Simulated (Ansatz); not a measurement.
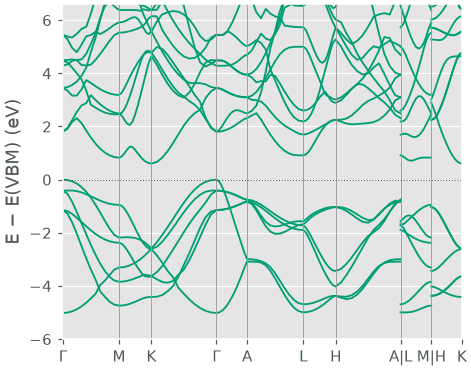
Figure. Band structure from the program Ansatz at the r²SCAN level (PAW)

The gap is 0.60 eV; an edge lies off the plotted path or next to a special point (maximum at Γ, minimum off the standard path).

**Question.** Which of these materials gives this?
A. Se, P3_221 (Se on 3b)
B. BaCd2Sb2, P-3m1 (Ba on 1a, Cd on 2d, Sb on 2d)
C. Mg3Sb2, La2O3 or Ni2Al3 type
D. Ho2CF2, P-3m1 (Ho on 2d, C on 1a, F on 2d)

**Answer.** C, Mg3Sb2, La2O3 or Ni2Al3 type

The r²SCAN relaxation kept the symmetry of its start. Scalar-relativistic: spin–orbit coupling is off unless named, which matters more the heavier the elements.

Potentials: the later of the program's two PAW sets.
